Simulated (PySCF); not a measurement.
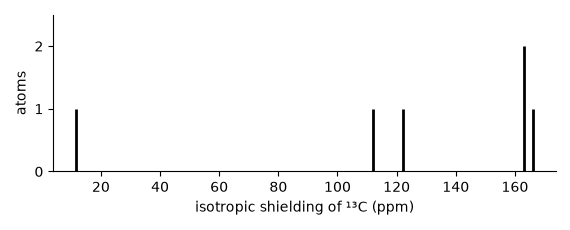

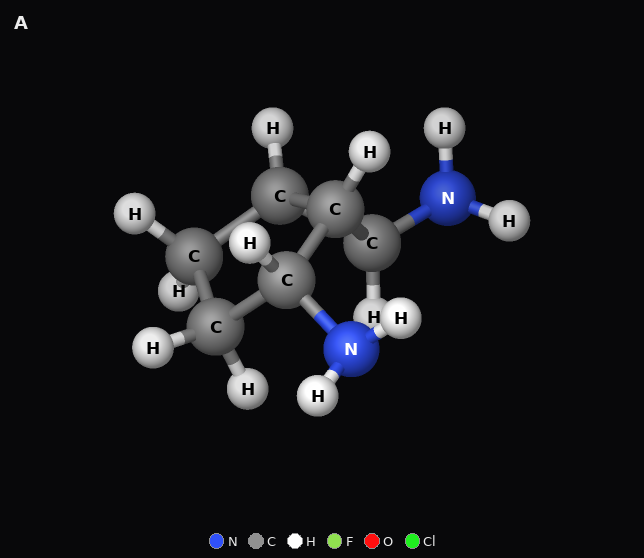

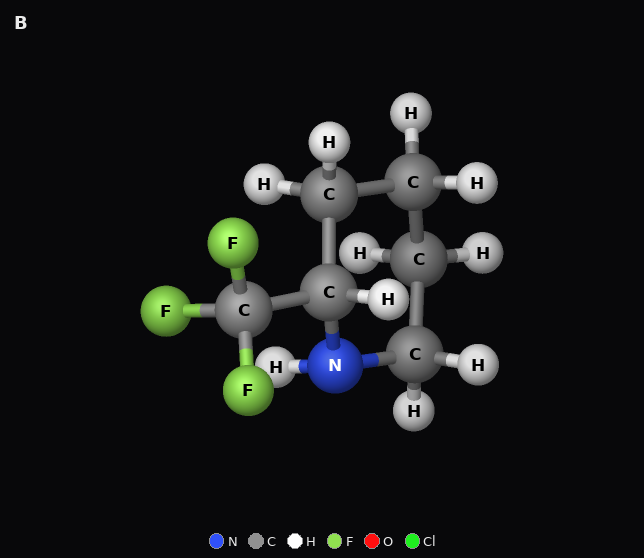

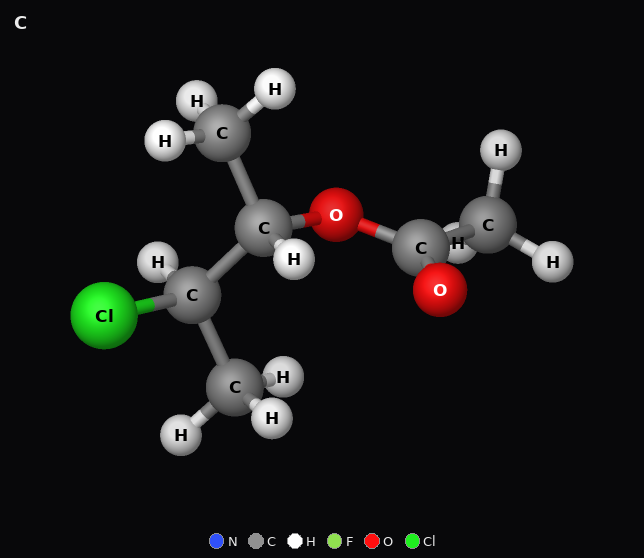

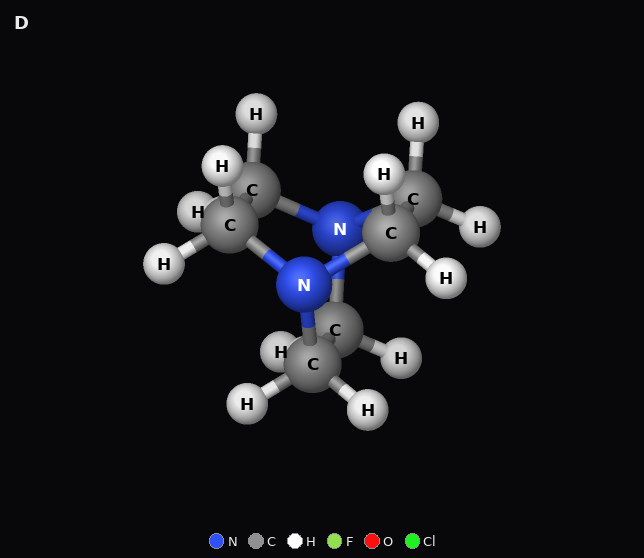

The sticks are computed shieldings of one of the molecules, for one fixed geometry (GFN2-xTB) without averaging over rotations. Low shielding means a high chemical shift. Method: GIAO PBE0/pcSseg-1 NMR shielding, non-relativistic, gas phase (PySCF 2.14.0).

> Which molecule gives this pattern?

C, `CC(=O)O[C@@H](C)[C@@H](C)Cl`. Its 6 C atoms give lines at 11.6, 111.9, 122.0, 163.1 (2 atoms), 166.1 ppm.
